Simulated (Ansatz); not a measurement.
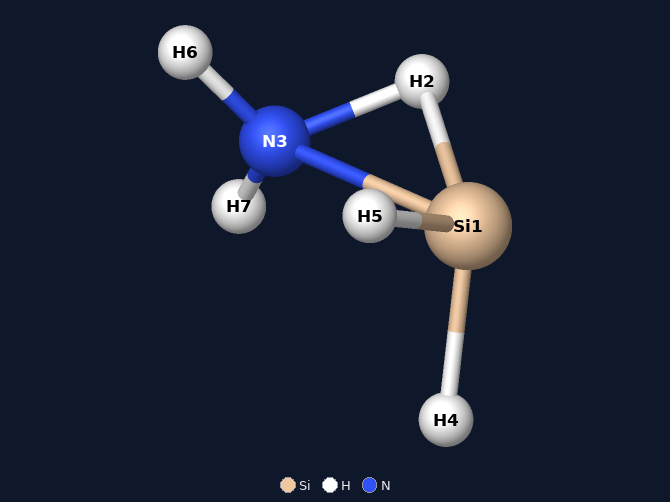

Sticks follow a distance rule. Harmonic vibrations computed with RKS PBE0-D4/def2-SVP (Ansatz 0.2.0) at a stationary point of the same level.

Q: How many imaginary frequencies does it have?

A: A saddle point of order 2: imaginary frequencies 957i cm⁻¹, 185i cm⁻¹.

Q: List the wavenumbers.

A: 15 modes: 957i, 185i, 484, 532, 658, 801, 808, 988, 1423, 1462, 1961, 2098, 2108, 3553, 3696 cm⁻¹.
